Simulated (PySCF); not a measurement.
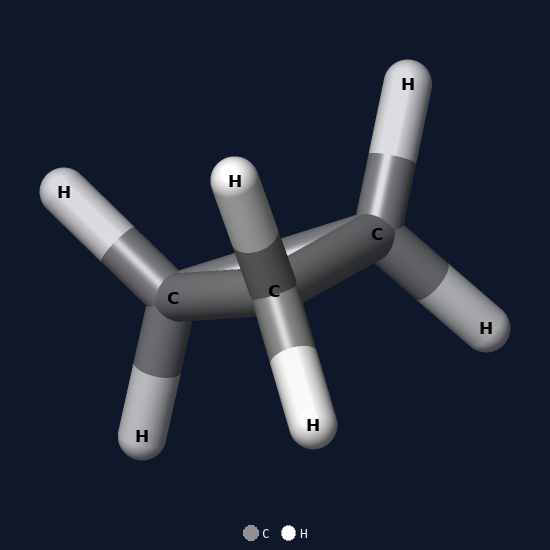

The computed structure is the end point of a GFN2-xTB optimisation. No frequency run is at hand to confirm it as a minimum. Properties computed with PBE0/def2-SVPD, gas phase (PySCF 2.14.0). Excitations: vertical, linear response.

Computed properties:

The species is C₃H₆ (`C1CC1`).
- HOMO energy (Kohn–Sham orbital): −8.46 eV
- LUMO energy (Kohn–Sham orbital): 1.10 eV
- HOMO–LUMO gap: 9.56 eV
- mean static polarisability: 35.0 bohr³
- lowest vertical singlet excitation: 8.23 eV
- its oscillator strength: 0.001
- brightest of the 8 lowest singlets: 8.94 eV
- its oscillator strength: 0.10
